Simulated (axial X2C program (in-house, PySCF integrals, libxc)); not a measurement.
**HGaH: bond lengths and stretches, held linear**

How do method and spin–orbit coupling move the bonds and stretches of HGaH, held linear?

Method: all-electron X2C, two-component (2c) or spin-free, H dyall-v3z, Ga dyall-v3z; program: an in-house X2C program for linear molecules on PySCF integrals.

All values are calculated.

2 further runs of the same task are left out: 2 set aside as unsound or not needed.

**1. The job**

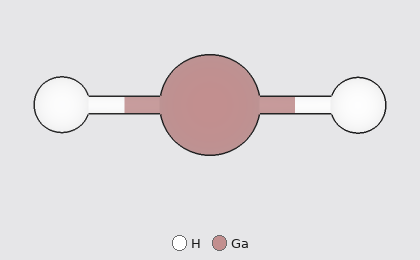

The atoms on one line, bonds 1.560 and 1.560 Å (hydrogen white, gallium pink).

Contents of task.json:

```json
{"zs": [1, 31, 1], "q": 0, "bas": ["dyall-v3z", "dyall-v3z", "dyall-v3z"], "r0": [1.56, 1.56], "symm": 1, "scan": ["PBE0", "HF", "LDA"], "levels": ["PBE0", "HF", "r2SCAN"], "nst": 2}
```

Keys: zs atomic numbers; q charge; bas basis sets; r0 starting distance in Å; symm equal bonds; scan levels of the two-bond scan (MP2 follows by itself at each HF point); levels methods; nst determinants followed.

Launch:

```console
$ python solin.py task.json out
```

Masses H 1.008, Ga 68.926, H 1.008 u.

**2. Scan at PBE0, 2c**

State: Ω = 1/2 (beyond evenly filled blocks: ω = 1/2). Energies above the lowest point, from the job's result record:

```tsv
r(H–Ga) (Å)	r(Ga–H) (Å)	E (meV)
1.4723	1.4723	22.42
1.4723	1.5100	11.38
1.4723	1.5477	24.19
1.5100	1.4723	11.38
1.5100	1.5100	0.00
1.5100	1.5477	12.45
1.5100	1.5855	45.22
1.5477	1.4723	24.19
1.5477	1.5100	12.45
1.5477	1.5477	24.49
1.5855	1.5100	45.22
1.5855	1.5855	88.75
```

A quadratic surface with cubic terms in each bond gives the minimum at 1.508 and 1.508 Å, force constants 2.7, 2.7 and coupling -0.04 mdyn/Å.

**3. Scan at HF, 2c**

State: Ω = 1/2 (beyond evenly filled blocks: ω = 1/2). Energies above the lowest point, from the job's result record:

```tsv
r(H–Ga) (Å)	r(Ga–H) (Å)	E (meV)
1.4723	1.4723	35.25
1.4723	1.5100	17.70
1.4723	1.5477	25.79
1.5100	1.4723	17.70
1.5100	1.5100	0.00
1.5100	1.5477	7.92
1.5100	1.5855	37.82
1.5477	1.4723	25.79
1.5477	1.5100	7.92
1.5477	1.5477	15.67
1.5855	1.5100	37.82
1.5855	1.5855	74.88
```

A quadratic surface with cubic terms in each bond gives the minimum at 1.516 and 1.516 Å, force constants 2.82, 2.82 and coupling -0.02 mdyn/Å.

**4. Scan at LDA, 2c**

State: Ω = 1/2 (beyond evenly filled blocks: ω = 1/2). Energies above the lowest point, from the job's result record:

```tsv
r(H–Ga) (Å)	r(Ga–H) (Å)	E (meV)
1.4723	1.4723	18.25
1.4723	1.5100	9.34
1.4723	1.5477	23.32
1.5100	1.4723	9.34
1.5100	1.5100	0.00
1.5100	1.5477	13.51
1.5100	1.5855	46.43
1.5477	1.4723	23.32
1.5477	1.5100	13.51
1.5477	1.5477	26.50
1.5855	1.5100	46.43
1.5855	1.5855	90.68
```

A quadratic surface with cubic terms in each bond gives the minimum at 1.506 and 1.506 Å, force constants 2.62, 2.62 and coupling -0.06 mdyn/Å.

**5. Comparison**

| level | r(H–Ga) (Å) | r(Ga–H) (Å) | lower stretch (cm⁻¹) | upper stretch (cm⁻¹) |
| --- | --- | --- | --- | --- |
| PBE0, 2c | 1.508 | 1.508 | 2115.8 | 2182.3 |
| HF, 2c | 1.516 | 1.516 | 2170.0 | 2217.1 |
| LDA, 2c | 1.506 | 1.506 | 2077.0 | 2154.0 |
| MP2, 2c | 1.494 | 1.494 | 2183.9 | 2245.5 |
| PBE0, spin-free | 1.508 | 1.508 | 2116.9 | 2183.7 |
| HF, spin-free | 1.516 | 1.516 | 2171.5 | 2218.9 |
| LDA, spin-free | 1.505 | 1.505 | 2078.1 | 2155.4 |
| MP2, spin-free | 1.493 | 1.493 | 2185.0 | 2246.8 |

Scans not shown above were run alike.

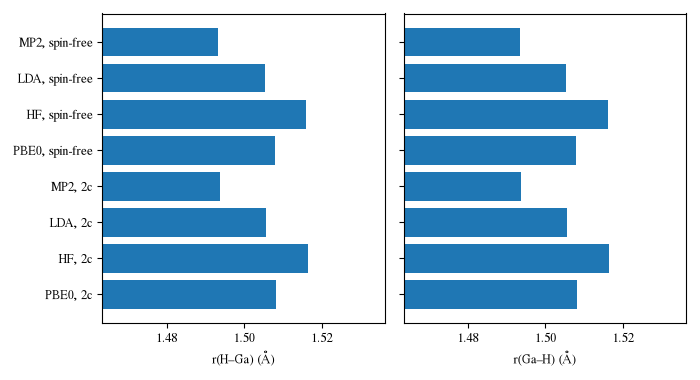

The two bond lengths by level.

In words: Over the levels the H–Ga bond spans 1.493 to 1.516 Å and the Ga–H bond 1.493 to 1.516 Å. At PBE0 spin–orbit coupling leaves both bonds unchanged to 0.001 Å. Each state is one determinant, the lowest of a limited PBE0 search; the stretches come from a fit to few points and are good to some per cent at best. The stretches are sorted by size, and where the two bonds are alike the symmetric and antisymmetric modes can swap order between levels. MP2 freezes inner shells (threshold -2 hartree). The molecule was held linear; bending was not examined, so a bent shape may lie lower. Note: functional without a current term on a determinant with orbital currents, of the molecule or an atom.
